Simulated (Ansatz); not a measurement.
# CH7FO3Si: geometry relaxation (part 2 of 2)

Continued. System: CH7FO3Si. Method: RKS LDA/def2-SVP (Ansatz 0.2.0). The input holds or restrains some coordinates. Forces given for the steps count only the free coordinates. It belongs to a series of runs on one base structure; here: pulled along the bonds that form and break, towards end A.

Geometry of the input (Å):
```
Si -0.1591  0.2770  -0.5410
C  0.6212  -1.0360  1.0068
O  -1.7548  0.2540  -0.8424
O  0.4066  -0.7871  -1.6381
O  0.7297  1.6000  -0.8348
H  -0.0579  0.1319  1.3488
F  -0.6519  1.1685  1.1885
H  -0.0148  -1.9102  0.9656
H  1.5281  -1.2397  0.4516
H  0.9501  -0.9020  2.0419
H  -2.3335  0.7983  -0.3133
H  0.1099  -0.7320  -2.5414
H  0.6265  2.3774  -0.2922
```

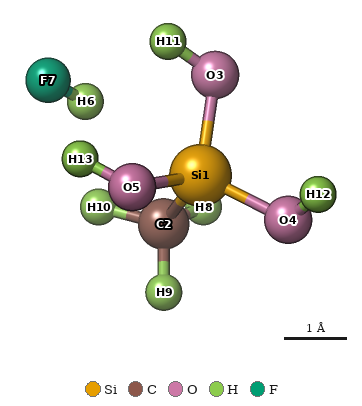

Fig. 1: The geometry at step 15 of the log (ball-and-stick view, seen at a tilt; atoms are numbered from 1 in the order of the input).

### Trajectory as extended XYZ, continued
```
13
Properties=species:S:1:pos:R:3:forces:R:3 step=7 energy=-17776.97044
Si    0.0243   -0.0562   -0.7034   -0.0039   0.0302   0.2665
C     0.6318   -1.0703    0.7385   -0.0624   0.2453   0.1867
O    -1.6224    0.0923   -0.7494   -0.1803   0.0501   0.0655
O     0.4846   -0.9512   -1.9981   -0.0048  -0.0082  -0.0322
O     0.7690    1.4172   -0.7705    0.0620   0.2206   0.0609
H    -0.3719    0.7679    1.8497    0.6940  -1.3056   0.2268
F    -0.8178    1.5498    1.6589   -0.6647   1.2020  -0.4940
H     0.0052   -1.9805    0.8631    0.0454   0.0713   0.0414
H     1.6684   -1.3923    0.4836   -0.0889   0.0549   0.1462
H     0.6884   -0.5375    1.7306    0.0830  -0.2460  -0.2736
H    -2.0307    0.7459   -0.1472    0.2191  -0.0656  -0.0144
H     0.0742   -0.6812   -2.8363   -0.0264   0.0218  -0.1440
H     0.4970    2.0960   -0.1196   -0.0721  -0.2710  -0.0359
13
Properties=species:S:1:pos:R:3:forces:R:3 step=8 energy=-17777.00319
Si    0.0364   -0.0793   -0.7154   -0.1585   0.3336   0.4028
C     0.6326   -1.0674    0.7491   -0.0008   0.0308  -0.0210
O    -1.6129    0.0847   -0.7240   -0.0892  -0.0223  -0.0099
O     0.4746   -0.9419   -2.0359    0.0381  -0.0753  -0.0058
O     0.7717    1.4040   -0.7478    0.0686   0.0854  -0.0369
H    -0.3977    0.7913    1.7983    0.6626  -1.2754   0.2379
F    -0.8288    1.5809    1.5977   -0.6225   1.1597  -0.4541
H     0.0087   -1.9789    0.8754    0.0480   0.0449   0.0529
H     1.6694   -1.3894    0.4987   -0.0421   0.0128   0.1583
H     0.6941   -0.5419    1.7412    0.0285  -0.1196  -0.2486
H    -1.9706    0.7461   -0.0995    0.1462  -0.0172   0.0046
H     0.0581   -0.6501   -2.8650   -0.0127   0.0155  -0.0717
H     0.4644    2.0422   -0.0729   -0.0661  -0.1730  -0.0085
13
Properties=species:S:1:pos:R:3:forces:R:3 step=9 energy=-17777.02960 accepted=F
Si    0.0401   -0.0794   -0.7112    0.2359  -0.1745   0.0204
C     0.6548   -1.0878    0.7383   -0.0479   0.0688  -0.0184
O    -1.6087    0.0884   -0.6715   -0.1037   0.2078   0.2846
O     0.4535   -0.9293   -2.0515   -0.0474   0.0094  -0.0062
O     0.7829    1.4000   -0.7266   -0.1208   0.1715   0.1650
H    -0.5102    0.7698    1.6444    0.2151  -0.4647   0.1503
F    -0.8347    1.6473    1.5452   -0.1369   0.2545  -0.2190
H     0.0370   -1.9968    0.8981   -0.0299   0.0451   0.0055
H     1.7006   -1.4224    0.5470   -0.0806   0.1109  -0.0206
H     0.7053   -0.5288    1.7053   -0.0080  -0.0201   0.0106
H    -1.8927    0.7706   -0.0224    0.0276  -0.1003  -0.2052
H     0.0364   -0.6205   -2.8758    0.0173  -0.0003  -0.0133
H     0.4359    1.9889   -0.0192    0.0792  -0.1080  -0.1536
13
Properties=species:S:1:pos:R:3:forces:R:3 step=10 energy=-17777.03395
Si    0.0418   -0.0817   -0.7274   -0.0196   0.0223   0.2234
C     0.6403   -1.0714    0.7385    0.0362  -0.0150  -0.0730
O    -1.6083    0.0909   -0.6900   -0.0523   0.1081   0.1104
O     0.4596   -0.9413   -2.0600   -0.0326   0.0128   0.0065
O     0.7756    1.4026   -0.7467   -0.0364   0.1101   0.0541
H    -0.4651    0.7592    1.7518    0.4284  -0.9875   0.1767
F    -0.8223    1.5974    1.5691   -0.3841   0.8569  -0.3425
H     0.0221   -1.9799    0.8986    0.0089   0.0207  -0.0110
H     1.6891   -1.3940    0.5476   -0.0637   0.0220   0.0170
H     0.6894   -0.5181    1.7076   -0.0062   0.0290   0.0020
H    -1.8967    0.7820   -0.0562    0.0577  -0.0851  -0.0998
H     0.0473   -0.6378   -2.8890    0.0202  -0.0014   0.0080
H     0.4274    1.9922   -0.0439    0.0436  -0.0929  -0.0720
13
Properties=species:S:1:pos:R:3:forces:R:3 step=11 energy=-17777.03317
Si    0.0354   -0.0920   -0.7263    0.0006   0.0167   0.2348
C     0.6593   -1.0680    0.7377   -0.0166   0.0638  -0.0467
O    -1.6129    0.0937   -0.6435    0.0146   0.0052   0.0046
O     0.4211   -0.9604   -2.0615    0.0033   0.0140  -0.0041
O     0.7676    1.3943   -0.7638   -0.0273   0.0436   0.0379
H    -0.5510    0.7161    1.7243    0.3942  -1.2336   0.1945
F    -0.8430    1.5807    1.5708   -0.3349   1.1267  -0.3327
H     0.0597   -1.9857    0.9104    0.0035  -0.0001  -0.0042
H     1.7141   -1.3655    0.5534   -0.0056  -0.0183  -0.0120
H     0.6980   -0.4941    1.6962   -0.0284   0.0046  -0.0208
H    -1.8639    0.8597   -0.0896   -0.0228   0.0007   0.0040
H     0.0412   -0.6307   -2.8956   -0.0003  -0.0040   0.0030
H     0.4745    1.9520   -0.0126    0.0197  -0.0193  -0.0583
13
Properties=species:S:1:pos:R:3:forces:R:3 step=12 energy=-17777.04918 accepted=F
Si    0.0396   -0.0911   -0.7188    0.1342   0.0500   0.2262
C     0.6762   -1.0643    0.7412   -0.0932   0.1100  -0.0290
O    -1.6071    0.1003   -0.6115   -0.0699   0.0504   0.1294
O     0.4046   -0.9684   -2.0538   -0.0083   0.0180  -0.0238
O     0.7665    1.3977   -0.7831   -0.0026  -0.0805  -0.0718
H    -0.6766    0.6524    1.6781    0.0784  -0.3482   0.0203
F    -0.8091    1.5812    1.5910   -0.0363   0.2303  -0.1602
H     0.0795   -1.9831    0.9160    0.0095  -0.0265  -0.0177
H     1.7298   -1.3568    0.5507    0.0313  -0.0334  -0.0082
H     0.7089   -0.4840    1.6959   -0.0254   0.0137  -0.0559
H    -1.8520    0.8953   -0.0948   -0.0046  -0.0186  -0.0763
H     0.0304   -0.6336   -2.8886    0.0014  -0.0071   0.0063
H     0.5093    1.9546   -0.0222   -0.0145   0.0421   0.0606
13
Properties=species:S:1:pos:R:3:forces:R:3 step=13 energy=-17777.04058
Si    0.0398   -0.0914   -0.7197    0.0330   0.0167   0.1886
C     0.6685   -1.0690    0.7405   -0.0549   0.0954  -0.0663
O    -1.6085    0.0935   -0.6205   -0.0108   0.0181   0.0579
O     0.4142   -0.9622   -2.0567    0.0003   0.0113  -0.0059
O     0.7642    1.3984   -0.7750   -0.0012  -0.0361  -0.0191
H    -0.6078    0.6851    1.6921    0.2415  -1.0366   0.1232
F    -0.8246    1.5821    1.5826   -0.1959   0.9248  -0.2539
H     0.0706   -1.9883    0.9098   -0.0043  -0.0006  -0.0060
H     1.7230   -1.3651    0.5558    0.0118  -0.0046   0.0066
H     0.6949   -0.4884    1.6949    0.0003  -0.0111  -0.0169
H    -1.8596    0.8788   -0.0938   -0.0136  -0.0013  -0.0284
H     0.0347   -0.6305   -2.8901   -0.0012  -0.0019   0.0005
H     0.4905    1.9571   -0.0199   -0.0052   0.0258   0.0196
13
Properties=species:S:1:pos:R:3:forces:R:3 step=14 energy=-17777.04465
Si    0.0448   -0.0947   -0.7159    0.0530   0.0179   0.2198
C     0.6817   -1.0673    0.7433   -0.0485   0.0894  -0.0879
O    -1.6027    0.0917   -0.5842   -0.0353   0.0782   0.0955
O     0.3991   -0.9650   -2.0583    0.0050   0.0085  -0.0130
O     0.7637    1.3973   -0.7841   -0.0179  -0.0170  -0.0015
H    -0.6676    0.6532    1.6601    0.1438  -1.0710   0.0680
F    -0.8246    1.5664    1.5939   -0.1124   0.9838  -0.1926
H     0.0885   -1.9894    0.9139   -0.0028  -0.0030  -0.0061
H     1.7391   -1.3573    0.5661    0.0114  -0.0080   0.0017
H     0.6963   -0.4776    1.6917   -0.0031  -0.0110  -0.0212
H    -1.8468    0.9207   -0.1232    0.0044  -0.0662  -0.0640
H     0.0136   -0.6288   -2.8873   -0.0006  -0.0064   0.0016
H     0.5149    1.9510   -0.0161    0.0029   0.0048  -0.0002
13
Properties=species:S:1:pos:R:3:forces:R:3 step=15 energy=-17777.06310
Si    0.0530   -0.0951   -0.7103    0.1543  -0.0146   0.2585
C     0.6950   -1.0637    0.7481   -0.0166   0.0557  -0.1250
O    -1.5942    0.0856   -0.5392   -0.0654   0.1360   0.1711
O     0.3892   -0.9634   -2.0589   -0.0128   0.0194  -0.0060
O     0.7600    1.4014   -0.7929   -0.0393  -0.0319  -0.0388
H    -0.7513    0.6176    1.5971   -0.0363  -0.7044  -0.0327
F    -0.7944    1.5523    1.6170    0.0258   0.6290  -0.1000
H     0.1019   -1.9865    0.9165    0.0009  -0.0038  -0.0073
H     1.7537   -1.3543    0.5784   -0.0019  -0.0049  -0.0025
H     0.6975   -0.4675    1.6913   -0.0135   0.0011  -0.0318
H    -1.8352    0.9529   -0.1517   -0.0019  -0.0813  -0.1111
H    -0.0108   -0.6289   -2.8816    0.0043  -0.0088  -0.0055
H     0.5357    1.9497   -0.0139    0.0026   0.0086   0.0309
13
Properties=species:S:1:pos:R:3:forces:R:3 step=16 energy=-17777.12804
Si    0.0745   -0.1080   -0.6947   -0.0315  -0.0142   0.3947
C     0.7221   -1.0652    0.7621    0.0581  -0.0440  -0.2249
O    -1.5734    0.0605   -0.3848    0.1592   0.3763   0.2222
O     0.3508   -0.9560   -2.0670    0.0300  -0.0013  -0.0167
O     0.7106    1.4185   -0.8103   -0.0404  -0.0783  -0.0339
H    -0.8245    0.6080    1.4454   -0.4629  -1.0247  -0.3500
F    -0.7374    1.5108    1.6593    0.3029   1.0543   0.2140
H     0.1259   -1.9910    0.9090    0.0196   0.0035  -0.0143
H     1.7868   -1.3505    0.6290   -0.0030  -0.0048   0.0114
H     0.6617   -0.4624    1.6974    0.0244   0.0064  -0.0716
H    -1.7999    1.0119   -0.2741   -0.0527  -0.2944  -0.1452
H    -0.0444   -0.6024   -2.8835    0.0046   0.0016  -0.0149
H     0.5473    1.9259    0.0124   -0.0083   0.0196   0.0292
13
Properties=species:S:1:pos:R:3:forces:R:3 step=17 energy=-17777.25332 accepted=F
Si    0.0876   -0.1101   -0.6851    0.2995  -0.1735   0.6585
C     0.7339   -1.0540    0.7768    0.1901  -0.1647  -0.3324
O    -1.5523    0.0633   -0.2599    0.2037   0.8145   0.2289
O     0.3217   -0.9537   -2.0684   -0.0925   0.0845  -0.0234
O     0.6801    1.4319   -0.8284   -0.1782   0.0588   0.2352
H    -0.9319    0.6003    1.2826   -0.1470   1.2473   0.4272
F    -0.6310    1.4345    1.7502   -0.1972  -1.1710  -0.7601
H     0.1330   -1.9789    0.9150    0.0245   0.0053  -0.0022
H     1.7987   -1.3460    0.6614   -0.0130  -0.0166  -0.0138
H     0.6483   -0.4392    1.7002   -0.0227   0.0363  -0.1211
H    -1.7819    1.0202   -0.3821   -0.1323  -0.5359  -0.0703
H    -0.0599   -0.5873   -2.8866    0.0455  -0.0103  -0.0017
H     0.5538    1.9191    0.0244    0.0195  -0.1747  -0.2247
13
Properties=species:S:1:pos:R:3:forces:R:3 step=18 energy=-17777.20025
Si    0.0863   -0.1058   -0.6905    0.1265  -0.1602   0.5760
C     0.7293   -1.0579    0.7701    0.1711  -0.1115  -0.3369
O    -1.5474    0.0764   -0.3009    0.3268  -0.5199   0.1644
O     0.3318   -0.9547   -2.0691   -0.0322   0.0681  -0.0111
O     0.7035    1.4251   -0.8194   -0.0425  -0.0155  -0.0515
H    -0.8812    0.5955    1.3670   -0.6569  -0.7085  -0.4834
F    -0.7154    1.4572    1.7033    0.4370   0.8382   0.3337
H     0.1189   -1.9734    0.9235    0.0125   0.0066   0.0009
H     1.7879   -1.3641    0.6382    0.0042  -0.0228  -0.0041
H     0.6785   -0.4402    1.6936   -0.0265   0.0311  -0.0642
H    -1.7910    1.0096   -0.3419   -0.3401   0.6014  -0.1348
H    -0.0544   -0.5917   -2.8864    0.0289  -0.0070  -0.0040
H     0.5534    1.9240    0.0126   -0.0089   0.0000   0.0149
13
Properties=species:S:1:pos:R:3:forces:R:3 step=19 energy=-17777.28440
Si    0.1046   -0.1126   -0.6868    0.1564  -0.2632   0.6272
C     0.7343   -1.0561    0.7817    0.2746  -0.1825  -0.4596
O    -1.5181    0.0608   -0.2267    0.1118   0.0858   0.1107
O     0.3189   -0.9396   -2.0837   -0.0475   0.0728  -0.0062
O     0.6757    1.4339   -0.8307   -0.0096  -0.0116  -0.0454
H    -0.9048    0.6060    1.3000   -0.8133  -0.5148  -0.5517
F    -0.6522    1.3982    1.7536    0.5123   0.7253   0.3918
H     0.0826   -1.9369    0.9703    0.0058   0.0412  -0.0158
H     1.7762   -1.4185    0.6568   -0.0100   0.0197   0.0307
H     0.6925   -0.3853    1.6658    0.0213  -0.0142  -0.0073
H    -1.8076    0.9747   -0.4144   -0.2380   0.0437  -0.1061
H    -0.0396   -0.5436   -2.8985    0.0472  -0.0080   0.0039
H     0.5377    1.9190    0.0126   -0.0111   0.0057   0.0279
13
Properties=species:S:1:pos:R:3:forces:R:3 step=20 energy=-17777.34628
Si    0.1114   -0.1175   -0.6833    0.1922  -0.2290   0.7438
C     0.7355   -1.0452    0.7951    0.3327  -0.3081  -0.5083
O    -1.5040    0.0682   -0.1731    0.1061   0.1841  -0.0271
O     0.2956   -0.9293   -2.0932   -0.0557   0.0278   0.0623
O     0.6596    1.4359   -0.8454   -0.0433   0.1775   0.2657
H    -0.9150    0.6302    1.2495   -0.7570  -0.0597  -0.2945
F    -0.5619    1.3128    1.8307    0.3458   0.3736   0.1220
H     0.0501   -1.8969    1.0062    0.0432   0.0739  -0.0138
H     1.7641   -1.4502    0.6788   -0.0648   0.0500   0.0137
H     0.7064   -0.3416    1.6544    0.0222  -0.0671  -0.0305
H    -1.8551    0.9126   -0.5240   -0.2069  -0.0562   0.0045
H    -0.0182   -0.4975   -2.9067    0.0388   0.0216  -0.0536
H     0.5317    1.9186    0.0111    0.0466  -0.1885  -0.2842
13
Properties=species:S:1:pos:R:3:forces:R:3 step=21 energy=-17777.32775
Si    0.0818   -0.1079   -0.6688    0.3416  -0.1568   0.4954
C     0.7130   -1.0593    0.7932    0.2600  -0.3170  -0.4702
O    -1.5149    0.0759   -0.1436   -0.1884   0.3821  -0.0842
O     0.2505   -0.9270   -2.0783   -0.0662   0.0433  -0.0186
O     0.6993    1.4207   -0.8534   -0.1040  -0.2451  -0.1534
H    -0.8352    0.7009    1.2751   -1.2418  -0.8797  -0.8668
F    -0.5107    1.3881    1.8203    0.7972   1.1674   0.7565
H     0.0714   -1.9481    0.9735   -0.0427   0.0305  -0.0221
H     1.7538   -1.4216    0.6724    0.0421   0.0259  -0.0562
H     0.6757   -0.4128    1.6910   -0.0292   0.0940   0.0209
H    -2.0265    0.8130   -0.5505    0.1818  -0.3088   0.1462
H     0.0952   -0.4388   -2.9070    0.0478  -0.0050   0.0380
H     0.5467    1.9171   -0.0240    0.0020   0.1689   0.2145
13
Properties=species:S:1:pos:R:3:forces:R:3 step=22 energy=-17777.31554 accepted=F
Si    0.0724   -0.1468   -0.6864   -0.6832   0.1791   1.2658
C     0.6999   -1.0524    0.8019    0.3501   0.0027  -0.7422
O    -1.5226    0.0836   -0.0978    0.2845  -0.3109  -0.0813
O     0.2029   -0.9387   -2.1071   -0.0074  -0.0019  -0.2649
O     0.6296    1.3862   -0.8703    0.3898   0.4212  -0.1156
H    -0.8541    0.6906    1.3321   -1.1934  -0.7012  -0.9603
F    -0.4245    1.3684    1.8201    0.7857   1.1159   0.7309
H    -0.0050   -1.8781    1.0111    0.0740  -0.2025   0.1186
H     1.7243   -1.4278    0.6093    0.0070  -0.2065   0.1822
H     0.7131   -0.3380    1.6543    0.0090  -0.1264  -0.1116
H    -2.0741    0.7536   -0.5455    0.0511   0.0105  -0.0208
H     0.2856   -0.3779   -2.9027   -0.0088  -0.0837   0.0924
H     0.5527    1.8775   -0.0190   -0.0583  -0.0964  -0.0931
13
Properties=species:S:1:pos:R:3:forces:R:3 step=23 energy=-17777.35025
Si    0.0741   -0.1192   -0.6738    0.1730  -0.1183   0.6038
C     0.7092   -1.0555    0.7968    0.3016  -0.2925  -0.5340
O    -1.5136    0.0798   -0.1147   -0.0216   0.0822  -0.0359
O     0.2077   -0.9279   -2.0939   -0.0491   0.0368   0.0188
O     0.6845    1.4067   -0.8800   -0.0387  -0.0654  -0.0077
H    -0.8542    0.6890    1.2933   -1.2142  -0.7652  -0.8723
F    -0.4886    1.3627    1.8339    0.7891   1.1179   0.7452
H     0.0461   -1.9224    1.0031   -0.0114   0.0173  -0.0100
H     1.7422   -1.4374    0.6637    0.0070   0.0041  -0.0168
H     0.6917   -0.3782    1.6738   -0.0124   0.0319  -0.0043
H    -2.0412    0.7846   -0.5428    0.0338  -0.0852   0.0379
H     0.1858   -0.3967   -2.9105    0.0258  -0.0044   0.0368
H     0.5563    1.9148   -0.0490    0.0174   0.0409   0.0384
```

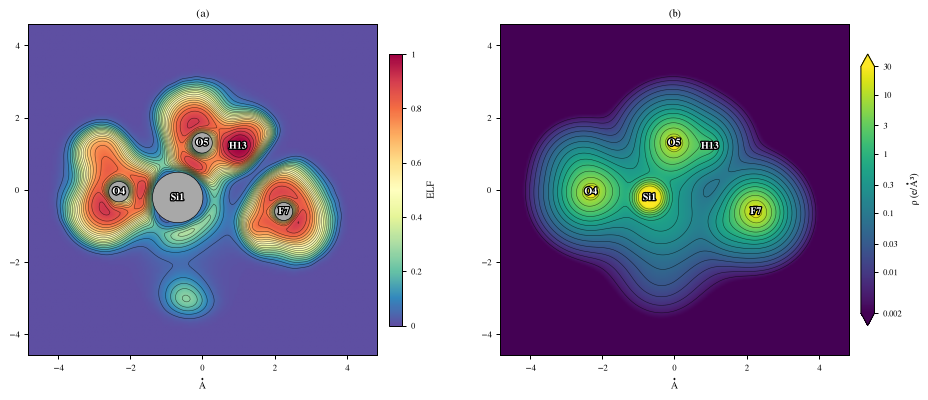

Fig. 2: (a) ELF; (b) total electron density on the plane of atoms Si1, O5 and H13. Grey discs, where drawn, cover atomic cores. The section cuts through Si, O, F and H sites. Si–O (1.64 Å): ρ is about 1.1 e/Å³ halfway; the ELF peaks at about 0.90 between the atoms, which marks a polar covalent bond.

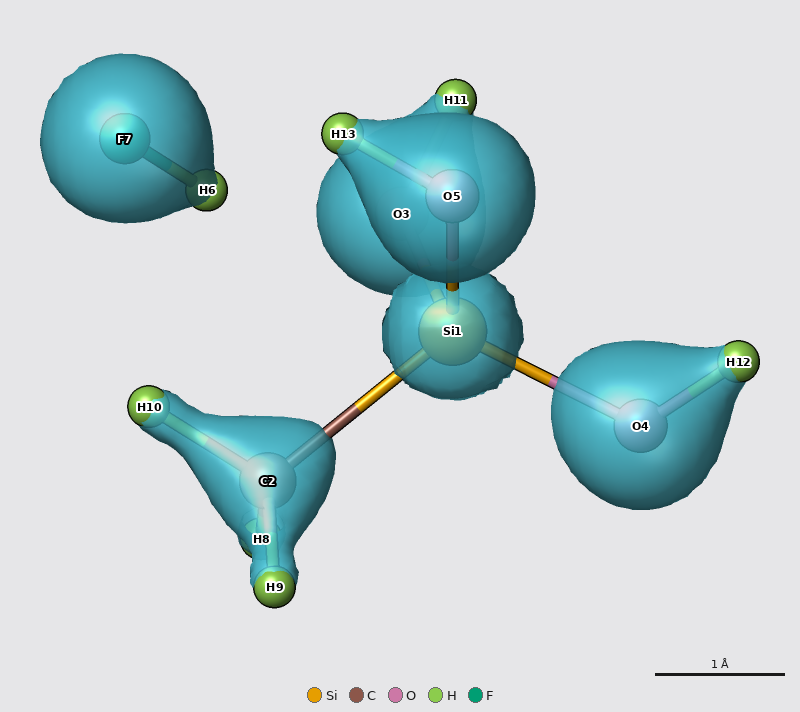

Fig. 3: Isosurface of the total electron density at 1.5 e/Å³ (cyan), seen face on. At this value the surface falls into six separate pieces. It is pinched off along the Si···H (2.32 Å), Si–O (1.64 Å) and C–Si (1.86 Å) contacts. On the grid the lowest density along these lines, outside the cores, is 0.2 e/Å³ (Si···H, 2.32 Å), 0.96 e/Å³ (Si–O, 1.64 Å), 0.83 e/Å³ (C–Si, 1.86 Å) and 2.2 e/Å³ (F–H, 0.94 Å).

### Key numbers

| quantity | value |
| --- | --- |
| outcome | converged under the restraints of the input |
| total energy | −17777.3503 eV |
| mean-field energy | −17777.3503 eV |
| largest force (length of the vector) at the end, held atoms and coordinates included | 1.680 eV/Å |
| hardware | 4 threads of Arm Neoverse N1, 16 GiB of memory available, shared host |
| wall time | 39 s (CPU time 2.3 min) |
| peak memory | 0.17 GiB |
